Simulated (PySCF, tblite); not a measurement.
# C5H12Si2: a rotation path, then NMR shifts on frames, part 2 of 2

tblite 0.8.0 and PySCF 2.14.0. Atoms count from 0.

## 5. NMR shieldings: image 4, PBE0/pcSseg-1

What the job is given:

```
{"job": {"kind": "nmr", "xc": "PBE0", "basis": "pcSseg-1", "pop": false}, "charge": 0, "multiplicity": 1}
C      0.303100     2.902000     2.050500
C      0.494100     1.856100     1.488300
Si     0.785800     0.261600     0.582600
Si     2.117300     0.578400    -1.287900
C     -0.965400    -0.413100     0.132100
C     -1.297900    -1.675700     0.921300
C     -1.083100    -0.693600    -1.363500
H      0.138400     3.814300     2.549500
H      1.375100    -0.632300     1.601300
H      1.882600     1.880800    -1.915900
H      1.897200    -0.427300    -2.333500
H      3.539700     0.504800    -0.949200
H     -1.711000     0.347100     0.390100
H     -0.601300    -2.475200     0.673400
H     -1.238600    -1.490900     1.991800
H     -2.305200    -2.022300     0.690000
H     -2.079900    -1.055400    -1.614200
H     -0.366900    -1.456400    -1.667000
H     -0.893700     0.206400    -1.947200
```

Method: GIAO PBE0/pcSseg-1 NMR shielding, non-relativistic, gas phase.

The program printed:

```text
coarse grid: 16120 points
cycle   1  E = -776.0274242801  dE =  3.807e-01  |g| = 4.845e-01  |ddm| = 3.820e+00
cycle   2  E = -776.0122645117  dE =  1.516e-02  |g| = 5.393e-01  |ddm| = 1.065e+00
cycle   3  E = -776.0886456131  dE = -7.638e-02  |g| = 9.365e-02  |ddm| = 5.614e-01
cycle   4  E = -776.0901622699  dE = -1.517e-03  |g| = 5.259e-02  |ddm| = 9.893e-02
cycle   5  E = -776.0908369149  dE = -6.746e-04  |g| = 1.335e-02  |ddm| = 4.528e-02
cycle   6  E = -776.0908815793  dE = -4.466e-05  |g| = 2.963e-03  |ddm| = 1.400e-02
cycle   7  E = -776.0908838724  dE = -2.293e-06  |g| = 4.112e-04  |ddm| = 3.229e-03
final grid: 144360 points
cycle   8  E = -776.1339169133  dE = -3.758e-05  |g| = 7.557e-03  |ddm| = 3.106e-02
cycle   9  E = -776.1339110339  dE =  5.879e-06  |g| = 8.896e-03  |ddm| = 1.468e-02
cycle  10  E = -776.1339317231  dE = -2.069e-05  |g| = 7.993e-04  |ddm| = 8.100e-03
cycle  11  E = -776.1339318603  dE = -1.371e-07  |g| = 3.220e-04  |ddm| = 9.856e-04
cycle  12  E = -776.1339318798  dE = -1.954e-08  |g| = 1.643e-04  |ddm| = 3.202e-04
cycle  13  E = -776.1339318866  dE = -6.828e-09  |g| = 3.264e-05  |ddm| = 1.383e-04
cycle  14  E = -776.1339318869  dE = -2.451e-10  |g| = 5.719e-06  |ddm| = 3.030e-05
converged SCF energy = -776.1339318869

GIAO shielding tensors (ppm)
atom      isotropic    diamagn.    paramagn.     s11        s22        s33       span
  0 C       80.333     260.927    -180.594     -2.861      3.308    240.552    243.413
  1 C       98.249     260.433    -162.184     -3.655      6.687    291.715    295.370
  2 Si     398.839     881.672    -482.832    351.223    391.402    453.893    102.670
  3 Si     468.415     880.112    -411.698    459.659    465.944    479.640     19.981
  4 C      168.137     251.282     -83.145    156.807    170.384    177.220     20.413
  5 C      161.869     246.949     -85.081    143.571    159.076    182.959     39.388
  6 C      161.100     248.990     -87.890    146.446    159.401    177.453     31.007
  7 H       29.634      33.414      -3.780     24.575     24.701     39.625     15.050
  8 H       27.361      29.650      -2.290     24.529     25.950     31.604      7.075
  9 H       28.258      28.992      -0.734     25.048     26.082     33.646      8.598
 10 H       28.216      29.444      -1.228     24.064     27.790     32.795      8.731
 11 H       28.368      28.296       0.072     24.946     25.679     34.480      9.534
 12 H       30.322      33.429      -3.107     27.152     27.995     35.818      8.666
 13 H       30.860      30.520       0.340     27.134     29.199     36.246      9.112
 14 H       30.165      29.831       0.333     25.194     28.588     36.712     11.518
 15 H       30.501      29.517       0.984     26.015     27.783     37.706     11.691
 16 H       30.453      30.490      -0.037     25.922     27.992     37.445     11.523
 17 H       30.765      32.077      -1.311     26.961     29.855     35.480      8.519
 18 H       30.485      31.873      -1.387     25.820     29.509     36.128     10.308
```

Run time: 31 s. Hardware: 1 thread of Intel Xeon Platinum 8488C, shared host; peak memory 0.92 GiB.

This run: δ C0 106.6, C1 88.7, C6 25.8, C5 25.1, H8 4.36, H10 3.50 ppm.

## 6. Nuclear shieldings: image 6, PBE0/pcSseg-1

What the job is given:

```
{"job": {"kind": "nmr", "xc": "PBE0", "basis": "pcSseg-1", "pop": false}, "charge": 0, "multiplicity": 1}
C      0.388300     2.579300     2.345500
C      0.555800     1.641300     1.611700
Si     0.825700     0.227400     0.439000
Si     2.061500     0.872900    -1.410900
C     -0.931900    -0.398900    -0.032600
C     -1.503100    -1.316900     1.043500
C     -0.919600    -1.123500    -1.375200
H      0.242800     3.395900     2.994000
H      1.470900    -0.818100     1.261200
H      1.784900     2.254900    -1.808100
H      1.806500     0.046000    -2.596200
H      3.498300     0.768400    -1.152100
H     -1.598300     0.466800    -0.122200
H     -0.893200    -2.213900     1.137400
H     -1.525600    -0.816400     2.009200
H     -2.518100    -1.624300     0.791200
H     -1.918900    -1.469800    -1.638000
H     -0.264000    -1.992700    -1.332500
H     -0.571900    -0.469000    -2.172500
```

Level: GIAO PBE0/pcSseg-1 NMR shielding, non-relativistic, gas phase.

The program printed:

```text
coarse grid: 16120 points
cycle   1  E = -776.0295692334  dE =  3.822e-01  |g| = 4.848e-01  |ddm| = 3.818e+00
cycle   2  E = -776.0132990431  dE =  1.627e-02  |g| = 5.434e-01  |ddm| = 1.070e+00
cycle   3  E = -776.0907111795  dE = -7.741e-02  |g| = 9.611e-02  |ddm| = 5.688e-01
cycle   4  E = -776.0923467627  dE = -1.636e-03  |g| = 5.260e-02  |ddm| = 1.018e-01
cycle   5  E = -776.0930182268  dE = -6.715e-04  |g| = 1.380e-02  |ddm| = 4.575e-02
cycle   6  E = -776.0930659267  dE = -4.770e-05  |g| = 2.948e-03  |ddm| = 1.440e-02
cycle   7  E = -776.0930681855  dE = -2.259e-06  |g| = 4.426e-04  |ddm| = 3.258e-03
final grid: 144360 points
cycle   8  E = -776.1359075688  dE = -3.557e-05  |g| = 7.448e-03  |ddm| = 3.207e-02
cycle   9  E = -776.1359016647  dE =  5.904e-06  |g| = 8.798e-03  |ddm| = 1.426e-02
cycle  10  E = -776.1359218730  dE = -2.021e-05  |g| = 7.383e-04  |ddm| = 8.036e-03
cycle  11  E = -776.1359220005  dE = -1.275e-07  |g| = 2.218e-04  |ddm| = 9.293e-04
cycle  12  E = -776.1359220109  dE = -1.038e-08  |g| = 8.911e-05  |ddm| = 2.291e-04
cycle  13  E = -776.1359220125  dE = -1.589e-09  |g| = 4.433e-05  |ddm| = 9.680e-05
cycle  14  E = -776.1359220130  dE = -4.807e-10  |g| = 6.134e-06  |ddm| = 3.241e-05
converged SCF energy = -776.1359220130

GIAO shielding tensors (ppm)
atom      isotropic    diamagn.    paramagn.     s11        s22        s33       span
  0 C       81.228     261.412    -180.184     -3.363      2.179    244.867    248.230
  1 C       98.794     260.242    -161.447     -1.021      6.375    291.028    292.049
  2 Si     401.489     881.711    -480.222    361.336    386.499    456.633     95.298
  3 Si     468.241     880.034    -411.793    457.077    466.310    481.335     24.258
  4 C      167.559     251.236     -83.677    159.299    167.376    176.002     16.703
  5 C      163.045     247.050     -84.005    148.201    155.937    184.996     36.796
  6 C      162.645     248.807     -86.162    146.953    160.676    180.307     33.354
  7 H       29.719      33.558      -3.839     24.504     24.721     39.932     15.429
  8 H       27.460      29.762      -2.302     25.081     25.677     31.622      6.542
  9 H       28.262      28.842      -0.580     24.920     26.160     33.707      8.787
 10 H       28.185      29.314      -1.129     23.974     27.745     32.836      8.862
 11 H       28.343      28.208       0.135     24.921     25.707     34.401      9.480
 12 H       30.503      33.664      -3.161     27.600     28.253     35.658      8.058
 13 H       30.880      30.482       0.397     27.255     28.914     36.470      9.216
 14 H       29.951      30.097      -0.146     24.709     29.036     36.108     11.399
 15 H       30.381      29.669       0.712     25.850     27.660     37.632     11.782
 16 H       30.442      30.342       0.100     25.942     27.961     37.424     11.481
 17 H       30.998      31.413      -0.416     27.819     28.924     36.249      8.430
 18 H       30.353      31.863      -1.510     24.690     29.957     36.411     11.720
```

Run time: 30 s. Hardware: 1 thread of Intel Xeon Platinum 8488C, shared host; peak memory 0.92 GiB.

This run: δ C0 105.7, C1 88.1, C6 24.3, C5 23.9, H8 4.26, H10 3.53 ppm.

## 7. NMR shieldings: image 8, PBE0/pcSseg-1

What the job is given:

```
{"job": {"kind": "nmr", "xc": "PBE0", "basis": "pcSseg-1", "pop": false}, "charge": 0, "multiplicity": 1}
C      0.468500     2.194200     2.546800
C      0.640200     1.386500     1.672100
Si     0.883600     0.171900     0.289600
Si     1.996000     1.162800    -1.483000
C     -0.877600    -0.430000    -0.188500
C     -1.654500    -0.918600     1.030000
C     -0.813100    -1.528500    -1.245800
H      0.320200     2.893900     3.319300
H      1.591600    -0.968800     0.908900
H      1.679100     2.585800    -1.620300
H      1.681400     0.539000    -2.773400
H      3.447800     1.064400    -1.321100
H     -1.428700     0.416100    -0.616900
H     -1.155200    -1.772400     1.484300
H     -1.729900    -0.132900     1.778500
H     -2.661700    -1.225100     0.747900
H     -1.815200    -1.845100    -1.535500
H     -0.285400    -2.399700    -0.859700
H     -0.297000    -1.184300    -2.140700
```

Level: GIAO PBE0/pcSseg-1 NMR shielding, non-relativistic, gas phase.

The program printed:

```text
coarse grid: 16120 points
cycle   1  E = -776.0323358842  dE =  3.778e-01  |g| = 4.846e-01  |ddm| = 3.812e+00
cycle   2  E = -776.0146732829  dE =  1.766e-02  |g| = 5.480e-01  |ddm| = 1.078e+00
cycle   3  E = -776.0931073989  dE = -7.843e-02  |g| = 1.019e-01  |ddm| = 5.783e-01
cycle   4  E = -776.0950298430  dE = -1.922e-03  |g| = 5.258e-02  |ddm| = 1.050e-01
cycle   5  E = -776.0956999298  dE = -6.701e-04  |g| = 1.397e-02  |ddm| = 4.589e-02
cycle   6  E = -776.0957488290  dE = -4.890e-05  |g| = 2.988e-03  |ddm| = 1.470e-02
cycle   7  E = -776.0957511498  dE = -2.321e-06  |g| = 4.632e-04  |ddm| = 3.362e-03
final grid: 144360 points
cycle   8  E = -776.1381601593  dE = -3.363e-05  |g| = 7.465e-03  |ddm| = 2.937e-02
cycle   9  E = -776.1381544768  dE =  5.682e-06  |g| = 8.777e-03  |ddm| = 1.459e-02
cycle  10  E = -776.1381746555  dE = -2.018e-05  |g| = 7.706e-04  |ddm| = 8.110e-03
cycle  11  E = -776.1381747903  dE = -1.348e-07  |g| = 2.620e-04  |ddm| = 9.524e-04
cycle  12  E = -776.1381748026  dE = -1.228e-08  |g| = 1.405e-04  |ddm| = 2.714e-04
cycle  13  E = -776.1381748075  dE = -4.896e-09  |g| = 3.472e-05  |ddm| = 1.228e-04
cycle  14  E = -776.1381748078  dE = -2.851e-10  |g| = 6.127e-06  |ddm| = 3.110e-05
converged SCF energy = -776.1381748078

GIAO shielding tensors (ppm)
atom      isotropic    diamagn.    paramagn.     s11        s22        s33       span
  0 C       80.933     261.106    -180.173     -2.622      0.621    244.800    247.422
  1 C       98.654     261.393    -162.739      0.360      5.226    290.377    290.017
  2 Si     404.423     881.795    -477.371    376.362    379.786    457.122     80.760
  3 Si     468.132     879.944    -411.812    456.564    467.264    480.568     24.004
  4 C      167.440     251.179     -83.739    163.664    165.994    172.662      8.998
  5 C      163.998     247.527     -83.529    151.314    155.370    185.312     33.998
  6 C      166.429     248.225     -81.796    153.807    158.378    187.102     33.295
  7 H       29.706      33.473      -3.767     24.419     24.743     39.957     15.538
  8 H       27.499      29.806      -2.307     24.923     25.707     31.867      6.943
  9 H       28.248      28.729      -0.481     24.830     26.278     33.635      8.806
 10 H       28.258      29.134      -0.876     24.130     27.312     33.333      9.203
 11 H       28.286      28.105       0.181     24.866     25.685     34.308      9.443
 12 H       30.618      33.809      -3.190     27.787     28.385     35.684      7.897
 13 H       30.859      30.688       0.171     27.413     28.671     36.493      9.081
 14 H       29.714      30.938      -1.224     23.990     29.525     35.626     11.636
 15 H       30.395      30.054       0.341     25.844     27.749     37.591     11.747
 16 H       30.408      30.017       0.391     25.999     27.620     37.604     11.605
 17 H       31.012      30.871       0.141     27.396     28.939     36.701      9.305
 18 H       30.400      31.264      -0.865     24.513     29.901     36.784     12.271
```

Run time: 31 s. Hardware: 1 thread of Intel Xeon Platinum 8488C, shared host; peak memory 0.92 GiB.

Key values: δ C0 106.0, C1 88.3, C5 22.9, C6 20.5, H8 4.22, H9 3.47 ppm.

## 8. Run by run: NMR shifts

Shifts (ppm) of some atoms, chosen among heavy atoms and hydrogens apart, with basis size and wall time:

```tsv
frame	C6	C5	C4	H18	H14	Si2	Si3	functions	time
image 0	21.6	20.7	20.1	1.78	1.18	-57.3	-122.6	193	30 s
image 2	21.9	23.4	20.0	1.45	1.35	-53.0	-120.5	193	29 s
image 4	25.8	25.1	18.8	1.23	1.55	-49.7	-119.3	193	31 s
image 6	24.3	23.9	19.4	1.36	1.77	-52.3	-119.1	193	30 s
image 8	20.5	22.9	19.5	1.32	2.00	-55.3	-119.0	193	31 s
```

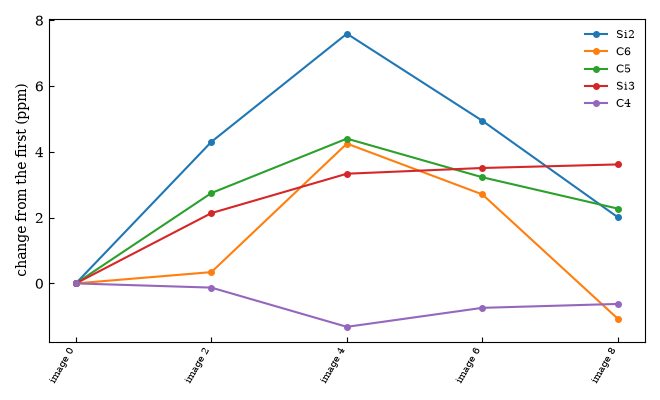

How five of the tabulated atoms move from run to run.

## 9. Summary of results

What follows sums up all 2 parts.

| quantity | value |
| --- | --- |
| barrier | 0.084 eV (1.9 kcal/mol) at image 4 |
| end to end (GFN2-xTB) | 0.025 eV |
| 13C shifts against TMS (PBE0/pcSseg-1, image 0) | 105.6, 88.5, 21.6, 20.7, 20.1 ppm |
| 1H shifts against TMS (PBE0/pcSseg-1, image 0) | 4.56, 3.50, 3.48, 3.37, 2.00, 1.78, 1.43, 1.26, 1.26, 1.18, 0.83, 0.65 ppm |
| 29Si shifts against TMS (PBE0/pcSseg-1, image 0) | -57.3, -122.6 ppm |
| range of the shift of Si2 | -57.3 to -49.7 ppm |

**Reading.** Along the band the dihedral turns by 120°, and the top (dihedral -111°) lies 1.9 kcal/mol above the start (GFN2-xTB, rough), so at room temperature this motion is fast. Ends this close can change order at a higher level. The top was not checked by a frequency run. Shifts at one fixed geometry are not the observed spectrum, which averages over the motion. In the first frame run (image 0): The widest tensor belongs to C1: span 291 ppm, with a paramagnetic part of -162 ppm. Across the 5 runs the shift of Si2 moves most, between -57.3 (image 0) and -49.7 ppm (image 4).
